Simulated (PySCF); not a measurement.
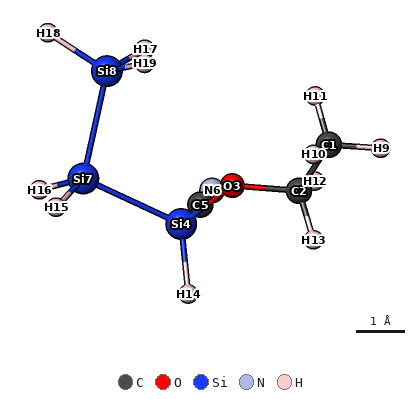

Fig. 1: The structure as given in the input (ball-and-stick view, seen at an oblique angle; atoms are numbered from 1 in the order of the input).

**What a change does: NMR shielding calculation on C3H11NOSi3**

System: C3H11NOSi3.
Method of the first run: GIAO WP04/pcSseg-1 NMR shielding, non-relativistic, gas phase (PySCF 2.14.0).

The geometry comes from this level: PBE0-D3(BJ)/def2-SVP. Text and figures count atoms from 1; the logs count them from 0 in places.

Input, the first run:
```
{"job": {"kind": "nmr", "xc": "WP04", "basis": "pcSseg-1", "pop": false}, "charge": 0, "multiplicity": 1}
C     -2.572618    -1.174050     0.874329
C     -2.017057    -0.394146    -0.291351
O     -0.825806     0.259904     0.109219
Si     0.165165     1.139929    -0.886693
C      0.686568     0.018956    -2.292455
N      1.027251    -0.707051    -3.131172
Si     2.064444     1.583816     0.394860
Si     2.368613    -0.382637     1.635732
H     -3.503783    -1.684891     0.587056
H     -2.786255    -0.505037     1.720844
H     -1.849340    -1.932124     1.209237
H     -1.805350    -1.068975    -1.141521
H     -2.752226     0.353279    -0.644169
H     -0.547967     2.279173    -1.535876
H      1.827662     2.767960     1.277489
H      3.216306     1.868179    -0.514947
H      2.336182    -1.545499     0.698674
H      3.679185    -0.364134     2.354409
H      1.259782    -0.504875     2.627430
```

The first line tells a small driver script what to run in PySCF; the rest is the geometry in Å.

Launched with:
```bash
OMP_NUM_THREADS=1 python <driver script> task.json out
```

Hardware: 1 CPU thread, shared host.

Output (the first run):
```
coarse grid: 17104 points
cycle   1  E = -1134.5506583292  dE =  3.844e-01  |g| = 1.122e+00  |ddm| = 3.937e+00
cycle   2  E = -1133.5923542688  dE =  9.583e-01  |g| = 2.369e+00  |ddm| = 3.268e+00
cycle   3  E = -1134.7616606543  dE = -1.169e+00  |g| = 3.548e-01  |ddm| = 2.778e+00
cycle   4  E = -1134.7760642939  dE = -1.440e-02  |g| = 2.648e-01  |ddm| = 3.328e-01
cycle   5  E = -1134.7894525124  dE = -1.339e-02  |g| = 9.325e-02  |ddm| = 1.977e-01
cycle   6  E = -1134.7912731551  dE = -1.821e-03  |g| = 1.384e-02  |ddm| = 6.909e-02
cycle   7  E = -1134.7913155256  dE = -4.237e-05  |g| = 3.287e-03  |ddm| = 1.383e-02
cycle   8  E = -1134.7913179077  dE = -2.382e-06  |g| = 8.230e-04  |ddm| = 3.399e-03
final grid: 150696 points
cycle   9  E = -1134.8661537354  dE = -3.280e-05  |g| = 8.274e-03  |ddm| = 2.365e-02
cycle  10  E = -1134.8661366629  dE =  1.707e-05  |g| = 1.267e-02  |ddm| = 1.325e-02
cycle  11  E = -1134.8661668625  dE = -3.020e-05  |g| = 1.835e-03  |ddm| = 8.874e-03
cycle  12  E = -1134.8661675080  dE = -6.455e-07  |g| = 5.315e-04  |ddm| = 1.821e-03
cycle  13  E = -1134.8661675416  dE = -3.364e-08  |g| = 3.614e-04  |ddm| = 4.312e-04
cycle  14  E = -1134.8661675689  dE = -2.726e-08  |g| = 5.698e-05  |ddm| = 2.161e-04
cycle  15  E = -1134.8661675696  dE = -7.199e-10  |g| = 1.147e-05  |ddm| = 6.371e-05
converged SCF energy = -1134.8661675696

GIAO shielding tensors (ppm)
atom      isotropic    diamagn.    paramagn.     s11        s22        s33       span
  0 C      151.808     247.284     -95.476    135.609    150.162    169.654     34.045
  1 C      105.123     245.284    -140.161     72.649     89.814    152.906     80.258
  2 O      283.588     409.364    -125.776    264.140    289.804    296.819     32.679
  3 Si     376.275     884.428    -508.153    289.313    391.652    447.860    158.547
  4 C       49.800     267.622    -217.822    -69.573    -68.663    287.638    357.211
  5 N     -105.242     339.831    -445.074   -306.618   -293.900    284.791    591.410
  6 Si     426.585     884.793    -458.208    417.352    427.980    434.422     17.070
  7 Si     425.424     883.367    -457.943    420.323    424.746    431.203     10.880
  8 H       30.532      26.257       4.275     26.820     27.637     37.139     10.319
  9 H       30.113      29.997       0.116     26.851     28.534     34.953      8.101
 10 H       30.046      32.315      -2.269     26.406     29.370     34.362      7.955
 11 H       27.771      32.649      -4.878     22.861     28.710     31.742      8.881
 12 H       28.046      29.431      -1.385     23.327     27.821     32.991      9.664
 13 H       27.004      29.451      -2.447     24.246     24.827     31.939      7.693
 14 H       28.611      30.515      -1.904     25.727     26.213     33.892      8.165
 15 H       28.635      29.779      -1.144     25.609     26.470     33.826      8.217
 16 H       28.261      32.656      -4.395     25.169     27.476     32.138      6.969
 17 H       28.363      28.626      -0.264     25.195     25.931     33.963      8.768
 18 H       28.361      32.254      -3.893     24.893     27.633     32.556      7.663
```

For the second run the input was changed thus:
```diff
-"xc": "WP04"
+"xc": "PBE0"
-"pop": false
```

How does the second run compare with the first run?

The total energies belong to different methods, so their difference says nothing on which is more stable or more accurate. The HOMO goes from −9.43 to −8.31 eV. The LUMO goes from −2.95 to −1.16 eV. The dipole moment goes from 3.40 to 3.26 D. Of all shieldings, the largest change is that of Si7, by +36.4 ppm. The functional changes from WP04 to PBE0. Exact exchange removes part of the self-interaction error of semilocal functionals, which pushes filled and empty levels apart. The SCF takes 14 iterations against 15.

Output (the second run):
```
coarse grid: 17104 points
cycle   1  E = -1118.5343545666  dE =  4.212e-01  |g| = 7.241e-01  |ddm| = 3.853e+00
cycle   2  E = -1118.2793304913  dE =  2.550e-01  |g| = 1.337e+00  |ddm| = 1.833e+00
cycle   3  E = -1118.6332498608  dE = -3.539e-01  |g| = 1.847e-01  |ddm| = 1.330e+00
cycle   4  E = -1118.6385395863  dE = -5.290e-03  |g| = 1.026e-01  |ddm| = 1.496e-01
cycle   5  E = -1118.6405851597  dE = -2.046e-03  |g| = 2.902e-02  |ddm| = 7.992e-02
cycle   6  E = -1118.6407722960  dE = -1.871e-04  |g| = 3.744e-03  |ddm| = 2.613e-02
cycle   7  E = -1118.6407753020  dE = -3.006e-06  |g| = 9.038e-04  |ddm| = 3.527e-03
final grid: 150696 points
cycle   8  E = -1118.6961157165  dE = -1.775e-05  |g| = 1.036e-02  |ddm| = 2.045e-02
cycle   9  E = -1118.6960919134  dE =  2.380e-05  |g| = 1.539e-02  |ddm| = 1.690e-02
cycle  10  E = -1118.6961353674  dE = -4.345e-05  |g| = 2.272e-03  |ddm| = 1.145e-02
cycle  11  E = -1118.6961364523  dE = -1.085e-06  |g| = 6.383e-04  |ddm| = 1.834e-03
cycle  12  E = -1118.6961365274  dE = -7.510e-08  |g| = 2.104e-04  |ddm| = 4.936e-04
cycle  13  E = -1118.6961365368  dE = -9.358e-09  |g| = 2.928e-05  |ddm| = 1.670e-04
cycle  14  E = -1118.6961365370  dE = -1.924e-10  |g| = 7.268e-06  |ddm| = 3.905e-05
converged SCF energy = -1118.6961365370

GIAO shielding tensors (ppm)
atom      isotropic    diamagn.    paramagn.     s11        s22        s33       span
  0 C      164.835     246.529     -81.694    147.317    163.929    183.258     35.942
  1 C      119.323     243.387    -124.064     87.458    103.225    167.285     79.827
  2 O      294.426     404.345    -109.920    275.952    292.619    314.705     38.753
  3 Si     385.466     881.253    -495.786    292.822    395.661    467.916    175.094
  4 C       58.432     265.412    -206.980    -57.398    -56.436    289.130    346.527
  5 N     -107.946     338.703    -446.648   -307.380   -292.735    276.279    583.659
  6 Si     463.002     882.284    -419.282    453.092    464.098    471.817     18.725
  7 Si     457.811     880.819    -423.009    454.996    458.292    460.144      5.149
  8 H       30.198      26.715       3.483     26.094     27.080     37.419     11.325
  9 H       29.789      29.090       0.699     26.253     28.000     35.113      8.861
 10 H       29.728      30.654      -0.927     25.774     28.937     34.473      8.699
 11 H       27.372      31.384      -4.012     22.164     28.441     31.512      9.348
 12 H       27.650      29.009      -1.359     22.609     27.443     32.897     10.289
 13 H       25.956      28.294      -2.339     23.165     23.670     31.032      7.867
 14 H       27.781      29.724      -1.944     24.632     25.083     33.627      8.995
 15 H       27.837      29.331      -1.494     24.525     25.388     33.599      9.074
 16 H       27.430      30.629      -3.200     24.044     26.497     31.748      7.704
 17 H       27.535      28.355      -0.820     24.014     24.917     33.673      9.659
 18 H       27.530      30.272      -2.742     23.757     26.620     32.212      8.454
```

The two runs side by side:

```csv
quantity,the first run,the second run
outcome,converged,converged
total energy (hartree),−1134.866168,−1118.696137
HOMO (eV),−9.43,−8.31
LUMO (eV),−2.95,−1.16
dipole moment (D),3.40,3.26
shielding of C1 (ppm),151.8,164.8
shielding of C2 (ppm),105.1,119.3
shielding of O3 (ppm),283.6,294.4
shielding of Si4 (ppm),376.3,385.5
shielding of C5 (ppm),49.8,58.4
shielding of Si7 (ppm),426.6,463.0
shielding of Si8 (ppm),425.4,457.8
SCF iterations,15,14
basis functions,212,212
wall time (shared host),39 s,45 s
```
